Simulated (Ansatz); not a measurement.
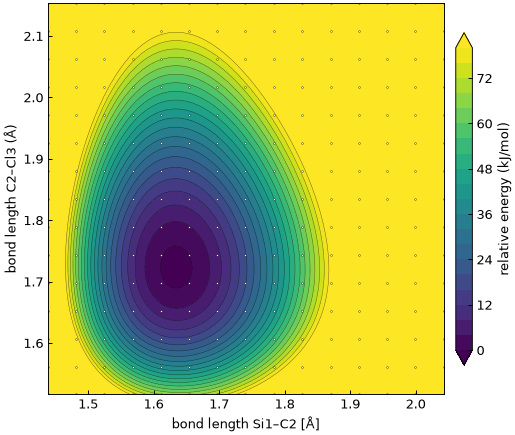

CClSi, SMILES [Si-]#CCl, charge −1. The first coordinate is: bond length Si1–C2; the second: bond length C2–Cl3. Nothing is relaxed (all other coordinates rigid). The scan uses a 15 × 15 grid. All energies are given in kJ/mol relative to the lowest grid point. These are results of RKS CAM-B3LYP-D4/def2-SVPD (Ansatz 0.2.0), not measurements.

The picture shows filled contours, dots at the grid points, one colour for all values above the top of the scale. Between grid points the surface is interpolated.

### Estimate the position of the minimum and the force constants in these coordinates.

The interpolated minimum is at bond length Si1–C2 ≈ 1.634 Å, bond length C2–Cl3 ≈ 1.722 Å. The curvatures there are about 45 eV/Å² and 22 eV/Å², with a cross term of about 0 eV/Å². Round the minimum the two coordinates are nearly uncoupled. (1 eV is 96.5 kJ/mol.)
